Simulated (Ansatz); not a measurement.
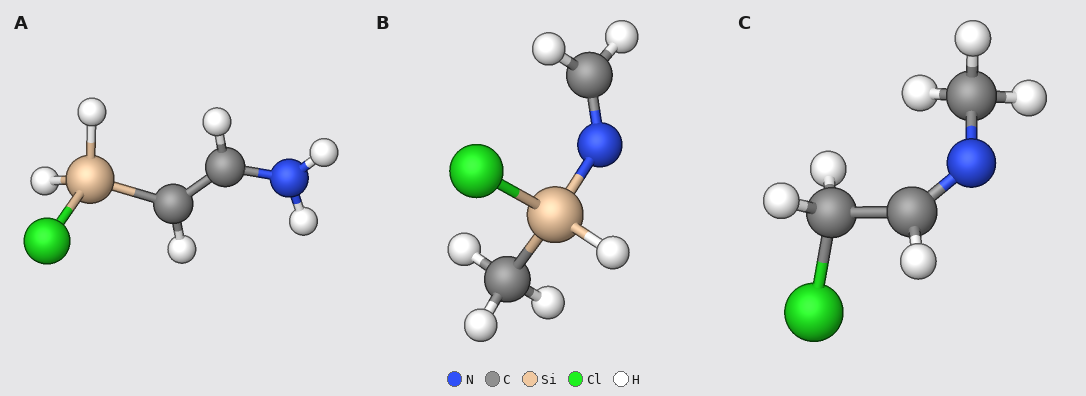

Simulated data, not a measurement (program: Ansatz).

**Which panel belongs to which SMILES?**
(1) C=N[Si@H](C)Cl
(2) N/C=C/[SiH2]Cl
(3) C/N=C\CCl

A is (2), B is (1), C is (3).
